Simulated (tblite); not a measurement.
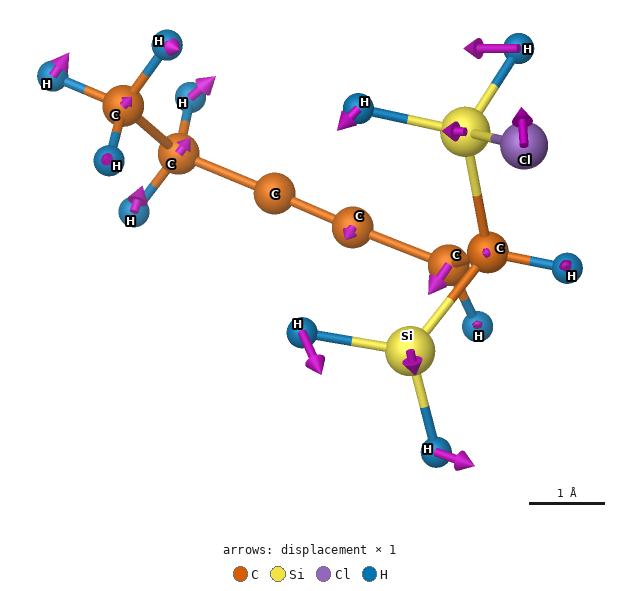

This is a relaxation of C6H11ClSi2. The starting structure is drawn; purple arrows show the displacements, at their true length. The two geometries are superimposed by the best rigid fit.

A ball-and-stick model, seen at a tilt.

Level of theory: GFN2-xTB geometry optimisation, gas phase in tblite. 

### Which element moves most?

Hydrogen: up to 0.87 Å, against 0.64 Å for chlorine.

### What happened in the run?

Over 122 geometry steps the energy falls by 28.2 kcal/mol. The atom that moves furthest after the best rigid fit is an H atom (0.87 Å). Largest moves by element: H 0.87 Å, Cl 0.64 Å, C 0.52 Å, Si 0.38 Å. Some distances before and after: C–Si 2.273 → 1.898 Å, C–Si 1.770 → 1.894 Å, C–C 1.477 → 1.550 Å, C–Si 2.944 → 2.895 Å. Bond angles that change, for instance: C–C–Si 88.4° → 66.0°, Si–C–Si 114.0° → 124.5°, Si–C–H 107.0° → 112.8°. Cost: 2.4 s on 1 thread of Arm Neoverse N1, on a shared host.
